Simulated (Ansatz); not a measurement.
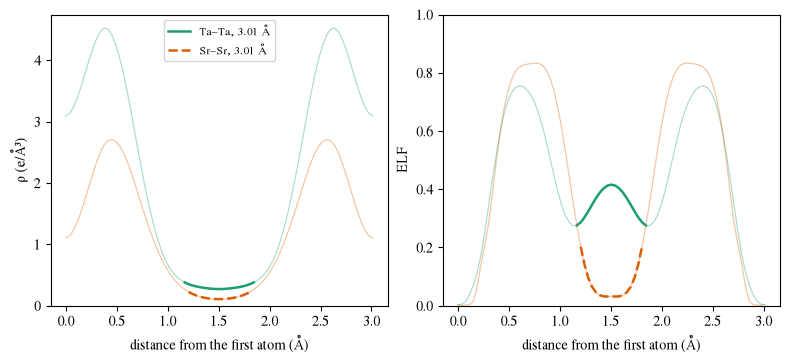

Figure 1: SrTa. Valence electron density and ELF along straight lines between neighbouring atoms. Thin, pale parts lie inside the atomic spheres.

Space group P4/mmm; started from the CuAu (L1_0)_123 prototype, which need not be the ambient phase; computed without spin polarisation.

All numbers below come from Ansatz, DFT PBE, scalar-relativistic, plane waves, PAW.

Core electrons are frozen (PAW), and the valence fields are smoothed inside the atomic spheres.

Input file:

```
crystal:
  lattice:
    - [3.400993756, 0.0, 0.0]
    - [0.0, 3.400993756, 0.0]
    - [0.0, 0.0, 4.4577311016]
  atoms:
    - { symbol: Sr, position: [0.5, 0.5, 0.5] }
    - { symbol: Ta, position: [0.0, 0.0, 0.0] }
basis:
  ecutwfc: 420
kpoints:
  mp_grid: { grid: [16, 16, 12] }
hamiltonian:
  xc: pbe
scf:
  occupations: { method: gaussian, width: 0.1 }
output:
  forces: true
  stress: true
  eigenvalues: true
  write_density: true
  write_potential: true
  elf: true
  volumetric_format: npy
relax:
  adjacent_minimum: "off"
  f_tol: 0.01
  max_steps: 80
  cell: { stress_tol: 0.05 }
```

Launched as:

```sh
ansatz run input.yaml --threads 1 --pin off --max-ram 2560MiB --backend cpu --events-out ev --progress --plain --runs-dir out
```

Below, planes, directions and counts refer to the conventional cell (a = 3.01 Å, b = 3.01 Å, c = 5.64 Å, α = 90.00°, β = 90.00°, γ = 90.00°).

The fields are those of the run's last geometry, not of the input's.

Compare the contacts.

Answer. Ta–Ta (3.01 Å): the density is about 0.27 e/Å³ at the midpoint; the ELF is about 0.40 at the midpoint.
Sr–Sr (3.01 Å): ρ at the midpoint is about 0.11 e/Å³; the ELF is about 0.05 at the midpoint (no localised pair shows between them).
